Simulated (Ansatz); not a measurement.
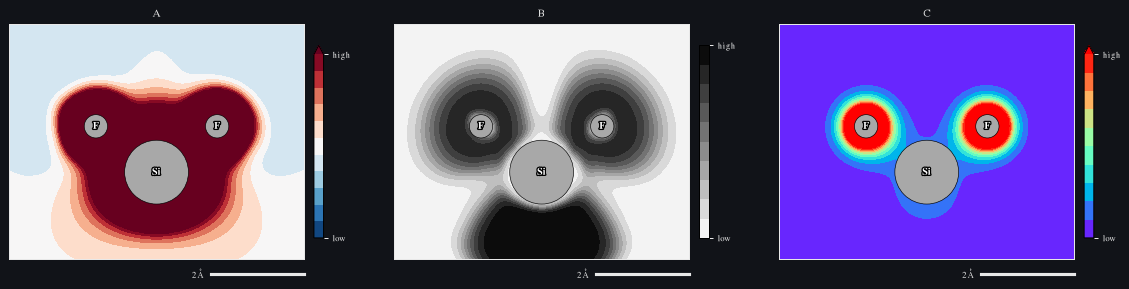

F2Si (SMILES F[Si]F): 3 fields on the molecular plane, with unlabelled colour scales. Grey discs cover the atomic cores.

Not at a stationary point (largest force 0.7 eV/Å).

Computed with Ansatz, SCF B3LYP, Gaussian basis.

Question: Match the panels to the quantities (electron density, electron localisation function and electrostatic potential).

Answer: Panel A: electrostatic potential (strongly positive close to the atoms, with negative regions outside electron-rich atoms). Panel B: electron localisation function. Panel C: electron density. From the grid: Si–F (1.63 Å): ρ at the midpoint is about 1.1 e/Å³; the ELF peaks at about 0.85 in the valence shell of F, 0.5 Å from its nucleus, and is about 0.55 at the midpoint.
